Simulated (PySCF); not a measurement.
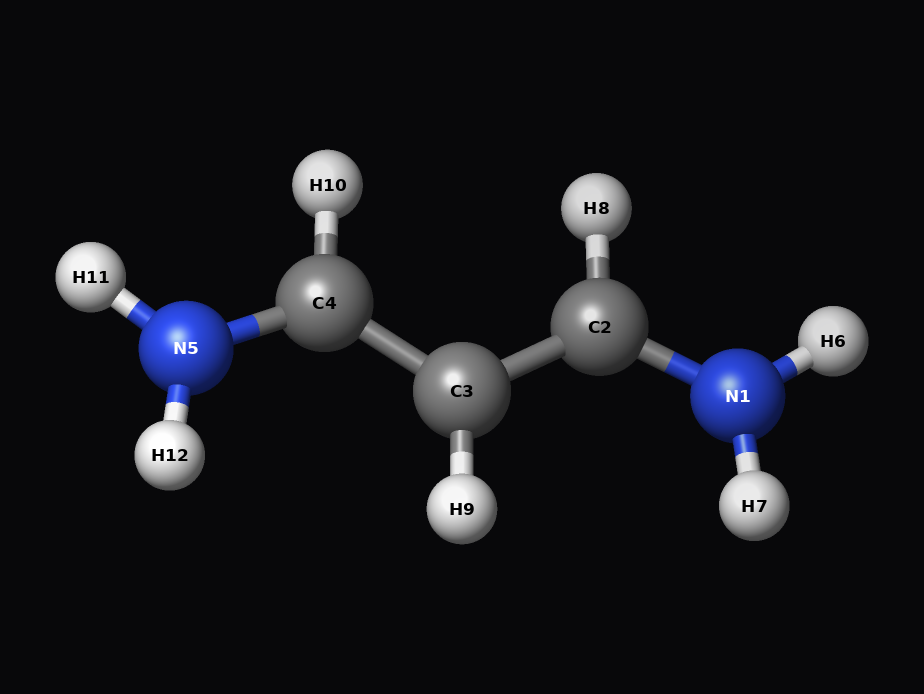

Charge +1, singlet. Computed geometry: PBE0-D3(BJ)/def2-SVP optimisation. No frequency run is at hand to confirm it as a minimum. Properties computed with delta-SCF UKS SCAN, pcX-2 on the ionised atom, pcseg-1 elsewhere, spin-free X2C (PySCF 2.14.0).

Give the core-electron binding energies (to vacuum) of N1 1s, C2 1s, C3 1s, C4 1s, N5 1s.

| atom | level | binding energy (eV) |
| --- | --- | --- |
| N1 | 1s | 411.1 |
| C2 | 1s | 297.4 |
| C3 | 1s | 295.4 |
| C4 | 1s | 297.4 |
| N5 | 1s | 411.1 |
